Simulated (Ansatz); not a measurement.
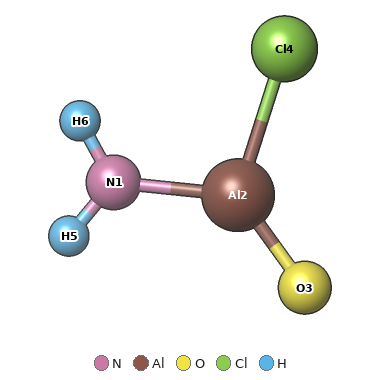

The system is AlClH2NO, SMILES [NH2][Al]([O-])[Cl], charge −1; the picture shows the reference structure. 
- First axis: umbrella angle at Al2 (between each of its bonds and their common axis; 90 is planar). Second axis: change of the bonds Al2–N1, Al2–O3, Al2–Cl4, all alike.
- Nothing is relaxed (all other coordinates rigid).
- The grid has 15 × 15 points; 120 points were computed and 105 follow by symmetry.
- Points are written as (first, second).
- Energies are in eV, from the lowest grid point.
- Computed with Ansatz, RKS PBE0-D4/def2-SVPD.

Its coordinates:

| atom | x (Å) | y (Å) | z (Å) |
| --- | --- | --- | --- |
| N | -0.1333 | 0.9774 | -0.0482 |
| Al | 0.2812 | -0.7575 | 0.2652 |
| O | 1.2384 | -1.4638 | 1.4015 |
| Cl | -0.8606 | -1.8004 | -1.3267 |
| H | 0.2177 | 1.7518 | 0.4978 |
| H | -0.7435 | 1.2926 | -0.7895 |

Range: umbrella angle at Al2 (between each of its bonds and their common axis; 90 is planar) from 66.0 to 114.0°; change of the bonds Al2–N1, Al2–O3, Al2–Cl4, all alike from −0.208 to 0.322 Å.

**What landscape does the calculation give?**

The lowest grid point is at (90.0°, 0.019 Å). It is the only kind of minimum in the scanned range. The highest grid point, (66.0°, −0.208 Å), lies 4.29 eV above the lowest. Round the minimum the two coordinates are nearly uncoupled.

```
second ↓, first →  66.0  69.4  72.9  76.3  79.7  83.1  86.6  90.0  93.4  96.9  100.3  103.7  107.1  110.6  114.0
            0.322  3.32  3.04  2.81  2.62  2.48  2.37  2.31  2.29  2.31  2.37   2.48   2.62   2.81   3.04   3.32
            0.284  2.97  2.67  2.42  2.23  2.08  1.97  1.90  1.88  1.90  1.97   2.08   2.23   2.42   2.67   2.97
            0.246  2.63  2.33  2.06  1.86  1.70  1.58  1.51  1.49  1.51  1.58   1.70   1.86   2.06   2.33   2.63
            0.208  2.33  2.00  1.73  1.51  1.34  1.22  1.15  1.12  1.15  1.22   1.34   1.51   1.73   2.00   2.33
            0.170  2.06  1.72  1.42  1.20  1.02  0.89  0.82  0.79  0.82  0.89   1.02   1.20   1.42   1.72   2.06
            0.132  1.83  1.47  1.17  0.93  0.74  0.61  0.53  0.50  0.53  0.61   0.74   0.93   1.17   1.47   1.83
            0.095  1.66  1.29  0.97  0.71  0.52  0.38  0.30  0.27  0.30  0.38   0.52   0.71   0.97   1.29   1.66
            0.057  1.56  1.16  0.83  0.56  0.36  0.21  0.12  0.09  0.12  0.21   0.36   0.56   0.83   1.16   1.56
            0.019  1.54  1.12  0.76  0.49  0.28  0.12  0.03  0.00  0.03  0.12   0.28   0.49   0.76   1.12   1.54
           −0.019  1.61  1.17  0.80  0.51  0.29  0.13  0.03  0.00  0.03  0.13   0.29   0.51   0.80   1.17   1.61
           −0.057  1.81  1.35  0.95  0.65  0.42  0.25  0.15  0.12  0.15  0.25   0.42   0.65   0.95   1.35   1.81
           −0.095  2.15  1.66  1.25  0.93  0.68  0.51  0.40  0.37  0.40  0.51   0.68   0.93   1.25   1.66   2.15
           −0.132  2.64  2.12  1.69  1.36  1.10  0.92  0.81  0.78  0.81  0.92   1.10   1.36   1.69   2.12   2.64
           −0.170  3.35  2.80  2.35  2.00  1.73  1.54  1.42  1.39  1.42  1.54   1.73   2.00   2.35   2.80   3.35
           −0.208  4.29  3.71  3.23  2.87  2.59  2.39  2.27  2.23  2.27  2.39   2.59   2.87   3.23   3.71   4.29
```

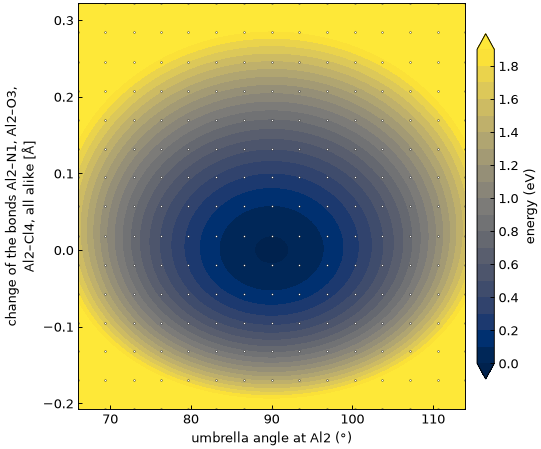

The picture shows filled contours, dots at the grid points, one colour for all values above the top of the scale. Between grid points the surface is interpolated.

Each point was launched as `ansatz run input.yaml --threads 1 --pin off --max-ram 2560MiB --backend cpu --events-out ev --progress --plain --runs-dir out`. Time for the 120 points that were run: 17 min on 1 thread of Arm Neoverse N1, on a shared host.
